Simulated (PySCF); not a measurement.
SMILES F[C]F (CF2) at its PBE0/def2-SVP optimised geometry (Å):

```
3

F      0.8114    -0.6244     0.0000
C     -0.4806    -0.6244     0.0000
F     -0.8114     0.6244     0.0000
```

Calculation: PySCF with PBE0/def2-TZVP. Cells within 0.4 Å of a nucleus heavier than hydrogen are left out (blank, or x).

Map of the electrostatic potential (hartree/e), clipped to [-0.08, 0.12] on the plane z = 0.0 Å:

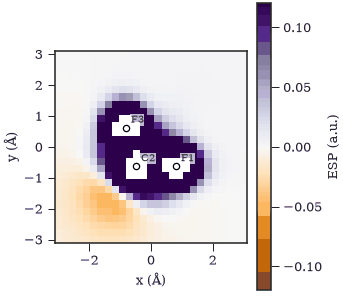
Figure. Electrostatic potential (hartree/e), clipped to [-0.08, 0.12] on the plane z = 0.0 Å.
